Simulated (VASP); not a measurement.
Band structure of Ir (relaxed from the omega structure, space group P6/mmm). Computed with PBEsol GGA, VASP's PBE PAW potentials (set 64) (plane waves; VASP).

Unless said otherwise, spin-orbit coupling is left out, though it shifts the bands of the heavy elements here.

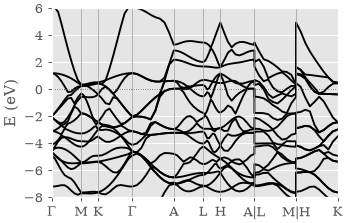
Fig. 1. Bands along high-symmetry lines, zero at the valence-band maximum or, without a gap, the Fermi level

### Question
Read the plot: is there a gap, and where are the band edges?

### Answer
It has no gap at this level: it comes out as a metal or semimetal. (Edges off the drawn lines would not show.)

The structure was generated: Ir was put into the omega type (P6/mmm), which need not be its known phase. It was relaxed first. VASP warned that the highest band is occupied, so more bands are needed.
